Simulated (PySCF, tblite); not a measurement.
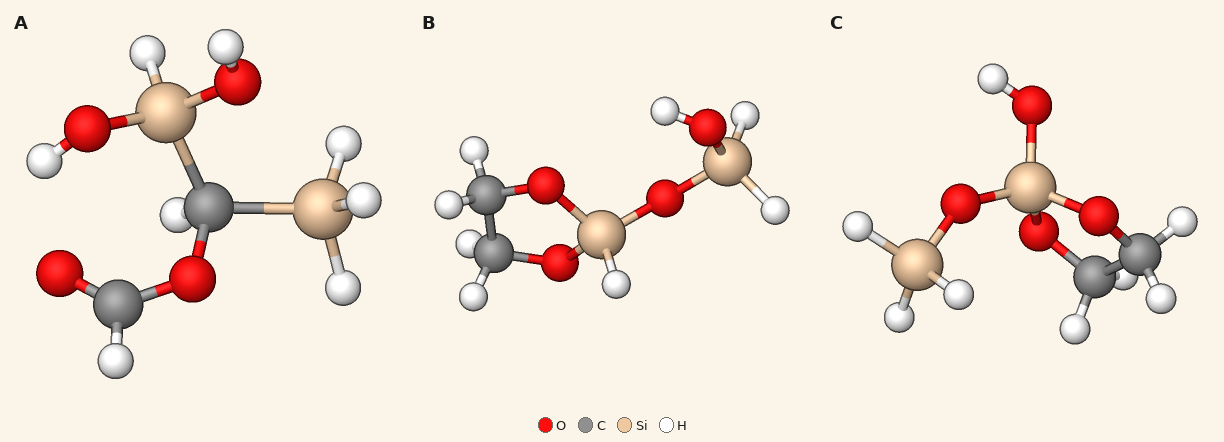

The picture comes from a calculation with PySCF and tblite.

```xyz
16
charge 0, multiplicity 1
O     3.1860    0.6844    0.4714
Si    2.8171   -0.7764   -0.1128
O     1.1992   -0.9961   -0.1618
Si   -0.0649   -0.5108    0.6815
O    -1.4310   -1.1722    0.0889
C    -2.4485   -0.2200    0.0871
C    -1.8013    1.1813    0.0348
O    -0.4653    1.0606    0.4334
H     2.6064    1.4302    0.3288
H     3.1865   -0.9486   -1.5109
H     3.3806   -1.7045    0.8505
H     0.0964   -0.7534    2.1052
H    -3.0323   -0.3258    1.0075
H    -3.0991   -0.3993   -0.7710
H    -1.8218    1.5851   -0.9821
H    -2.3158    1.8743    0.7053
```

Question: Which picture belongs to the input above?

Answer: B. The file holds C2H8O4Si2, `O[SiH2]O[SiH]1OCCO1`.
